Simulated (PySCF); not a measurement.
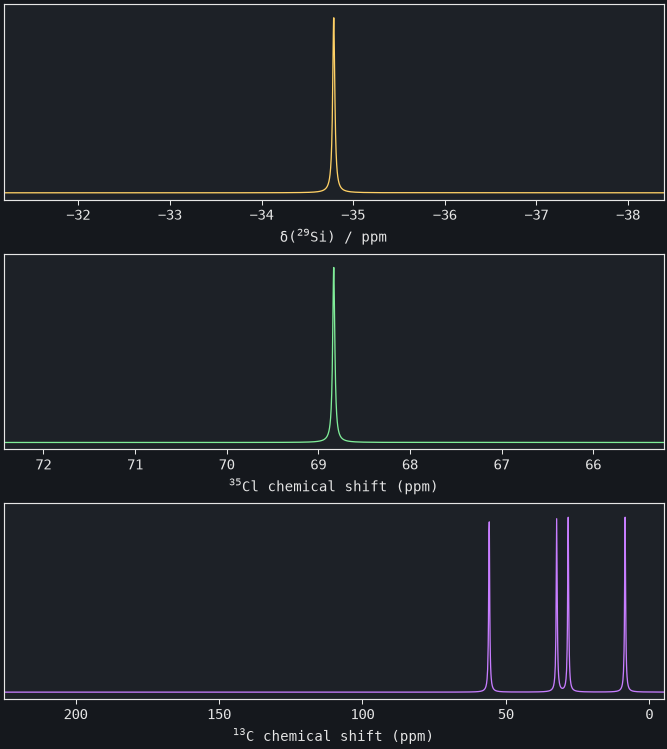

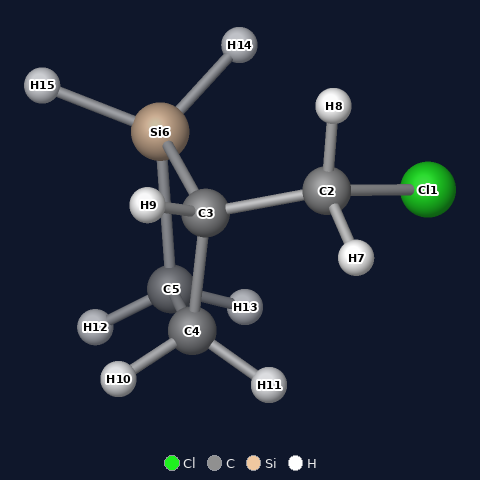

Spectrum and numbered structure of C₄H₉ClSi, SMILES ClC[C@@H]1CC[SiH2]1. GIAO shifts, PBE0/pcSseg-1 in PySCF 2.14.0, at a GFN2-xTB geometry (no frequency check), against TMS for ²⁹Si, HCl for ³⁵Cl and TMS for ¹³C computed at the same level (Cl: the usual scale starts at aqueous chloride instead). Gas phase, fully decoupled, line heights follow the number of nuclei, widths are arbitrary (no quadrupolar broadening); values of one conformer, averaged over methyl-type rotors and exact or near symmetry; other conformers aren't averaged in.

Q: Where does the ²⁹Si line lie?

A: At −34.8 ppm (Si6).

Q: Where does the ³⁵Cl line lie?

A: At 68.8 ppm (Cl1).

Q: Assign the ¹³C signals to the numbered atoms.

A:
```csv
δ (ppm),nuclei,atoms
55.8,1,C2
32.3,1,C3
28.3,1,C4
8.4,1,C5
```

Caveats: the tight-binding geometry is rougher than a DFT one and adds to the error.
